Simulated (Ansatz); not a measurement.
# C2H6Si (SMILES C[Si]C) at wB97M-V/6-311+G(d,p)

What is the electronic atomisation energy of C2H6Si at wB97M-V/6-311+G**? 

The calculation is run with Ansatz 0.2.0.

34 further runs of the same task are left out: 34 set aside as unsound or not needed.

## 1. Starting point

The species is C2H6Si (9 atoms), meant as a singlet with charge 0. As SMILES, `C[Si]C`. The shape is that of a PBE0-D4/def2-TZVP optimisation.

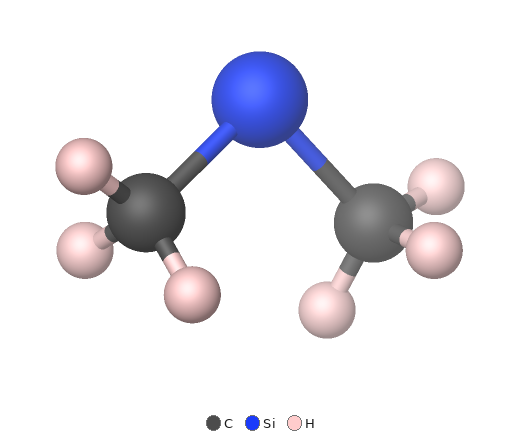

The structure, seen from a chosen angle (carbon dark grey, silicon blue, hydrogen pink).

## 2. The energy at wB97M-V/6-311+G(d,p)

run.yaml

```yaml
crystal:
  periodic: [false, false, false]
  atoms:
    - {symbol: C, position_ang: [-0.527400, 1.047300, -0.805300]}
    - {symbol: Si, position_ang: [0.896800, -0.199700, -0.912800]}
    - {symbol: C, position_ang: [0.601900, -1.069400, 0.746000]}
    - {symbol: H, position_ang: [-1.430700, 0.480400, -1.082200]}
    - {symbol: H, position_ang: [-0.439700, 1.875000, -1.511000]}
    - {symbol: H, position_ang: [-0.703500, 1.436700, 0.202600]}
    - {symbol: H, position_ang: [-0.455600, -1.193000, 1.001000]}
    - {symbol: H, position_ang: [1.117900, -2.026600, 0.837300]}
    - {symbol: H, position_ang: [1.028800, -0.397000, 1.507100]}
basis:
  gaussian: {orbitals: 6-311+G_st__st_-spherical.json}
hamiltonian: {xc: {name: wB97M-V}}
accuracy: high
output: {orbitals: {seedname: orbitals}}
```

The basis set 6-311+G** is read from a file made from the Basis Set Exchange's data (not shown).

On the command line:

```sh
$ ansatz run run.yaml --threads 1 --pin off --max-ram 3480MiB --events-out events.jsonl --progress --plain --runs-dir runs
```

Log:

```text
Warning: RAYON_NUM_THREADS=1 ignored (pool sized by the plan → 1); use --threads N
Functional definition: wB97M-V
  name "wB97M-V"
  parameter omega = 0.3/bohr
  parameter cx = 0.15
  parameter cx01 = 1.007
  parameter cx10 = 0.259
  parameter css00 = 0.443
  parameter css04 = -1.437
  parameter css10 = -4.535
  parameter css20 = -3.390
  parameter css43 = 4.278
  parameter cos00 = 1.000
  parameter cos10 = 1.358
  parameter cos20 = 2.924
  parameter cos21 = -8.812
  parameter cos60 = -1.390
  parameter cos61 = 9.142
  parameter b = 6.0
  parameter c = 0.01
  gx(w, u) = 1 - cx + cx01*u + cx10*w
  gss(w, u) = css00 + css04*u^4 + css10*w + css20*w^2 + css43*w^4*u^3
  gos(w, u) = cos00 + cos10*w + (cos20 + cos21*u)*w^2 + (cos60 + cos61*u)*w^6
  exchange = spin_sum(e_x_unif_sr(omega)*gx(b97_w, b97_u_x)) + cx*exact_x_sr(omega) + exact_x_lr(omega)
  correlation = spin_sum(e_c_pw_mod_same_spin*gss(b97_w, b97_u_same))
      + integral(e_c_pw_mod_opposite_spin*gos(b97_w_opposite, b97_u_opposite)) + vv10(b, c)
2140 factors; integrals over basis functions are off by at most 4.3e-9 eV
443 factors; integrals over basis functions are off by at most 2.2e-9 eV
mean field evaluation 1: about -10040.0713 eV, gradient 5.5e1 eV
mean field evaluation 2: about -10042.6079 eV, gradient 4.3e1 eV
mean field evaluation 4: about -10046.9891 eV, gradient 5.9e-1 eV
mean field evaluation 8: about -10046.9943 eV, gradient 3.0e-2 eV
mean field evaluation 16: about -10046.9943 eV, gradient 2.5e-5 eV
mean field -10046.99429043 eV, -369.2202300760 hartree, gradient 4.0e-8 eV, S^2 0.000000; 0 other end points of the search recorded, 0 dependent functions left out
reference -10046.99429767 eV, -369.2202303422 hartree; 16, 16 occupied and 94, 94 virtual orbitals, 2140 factors
Total energy: -10046.99429767 eV, -369.2202303422 hartree
```

Wall time 66 s (1 thread of Arm Neoverse V2, shared host); peak memory 0.62 GiB.

## 3. The C atom, same level

in.yaml

```yaml
basis:
  gaussian:
    orbitals: 6-311+G_st__st_.json
crystal:
  periodic: [false, false, false]
  atoms:
    - symbol: C
      position_ang: [0.000000, 0.000000, 0.000000]
magnetization:
  spin_polarized: true
  initial_magnetization: 2
hamiltonian:
  xc: {name: wB97M-V}
accuracy: high
```

The basis set 6-311+G** is read from a file made from the Basis Set Exchange's data (not shown).

Run the same way, it converges to -37.84427 Eh (log not shown).

## 4. The H atom

molecule.yaml

```yaml
crystal:
  periodic: [false, false, false]
  atoms:
    - symbol: H
      position_ang: [0.000000, 0.000000, 0.000000]
basis:
  gaussian:
    orbitals: 6-311+G_st__st_.json
hamiltonian:
  xc: {name: wB97M-V}
magnetization:
  spin_polarized: true
  initial_magnetization: 1
accuracy: high
```

The basis set 6-311+G** is read from a file made from the Basis Set Exchange's data (not shown).

Run the same way, it converges to -0.49411 Eh (log not shown).

## 5. The Si atom at the same level

run.yaml

```yaml
crystal:
  periodic: [false, false, false]
  atoms:
    - symbol: Si
      position_ang: [0.000000, 0.000000, 0.000000]
basis:
  gaussian: {orbitals: 6-311+G_st__st_-spherical.json}
accuracy: high
magnetization: {spin_polarized: true, initial_magnetization: 2}
hamiltonian: {xc: {name: wB97M-V}}
```

The basis set 6-311+G** is read from a file made from the Basis Set Exchange's data (not shown).

Run the same way, it converges to -289.35450 Eh (log not shown).

## 6. What came out

At wB97M-V/6-311+G**:

| quantity | value |
| --- | --- |
| molecule: total energy | -369.22023 Eh |
| molecule: HOMO energy | -8.06 eV |
| molecule: LUMO energy | -0.25 eV |
| molecule: HOMO–LUMO gap | 7.81 eV |
| C atom: total energy | -37.84427 Eh |
| C atom: ⟨S²⟩ | 2.002 |
| H atom: total energy | -0.49411 Eh |
| H atom: ⟨S²⟩ | 0.750 |
| Si atom: total energy | -289.35450 Eh |
| Si atom: ⟨S²⟩ | 2.001 |
| electronic atomisation energy | 32.994 eV |

What this shows: Taking the molecule apart into free atoms costs 32.99 eV (3183 kJ/mol), before zero-point energy and without spin-orbit coupling.
